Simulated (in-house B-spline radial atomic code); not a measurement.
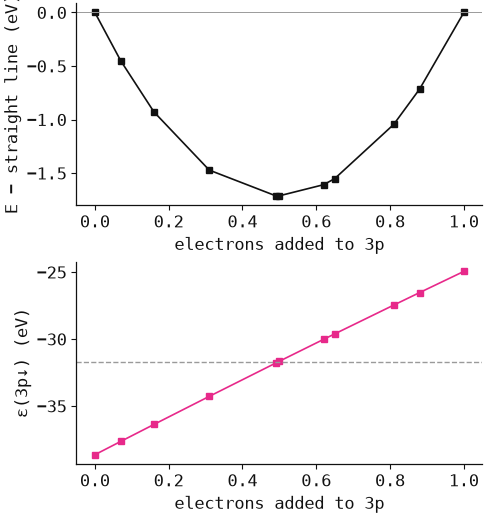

Level of theory: scalar-relativistic (spin-free one-electron X2C) PW91, spin-polarised, spherical fractional occupations, Fermi nucleus, basis-set limit. Computed with an in-house B-spline radial code. The occupation of the 3p shell is varied from K²⁺ ([Ne] 3s2 3p5 (high spin)) to K⁺ ([Ar]), with spherical fractional occupations. The plot shows the total energy less the straight line between the end points, and the eigenvalue of 3p↓ (the dashed line is minus the energy to take the whole electron out).

Q: Describe the curve.

A: The curve is convex (below the straight line), with the largest deviation among the points computed, −1.71 eV, at 0.5. The end points differ by 31.7 eV, the energy to take the electron out. The eigenvalue, which is the slope of the energy (Janak's theorem), moves from −38.6 eV at 0 to −24.9 eV at 1; for a straight line it would stay constant, and a parabola would sag by an eighth of this change, scaled to a whole electron, 1.71 eV. Convexity is the mark of the delocalisation error, which puts fractional charges too low; for p, d and f shells the spherical spreading of the fraction adds to it.
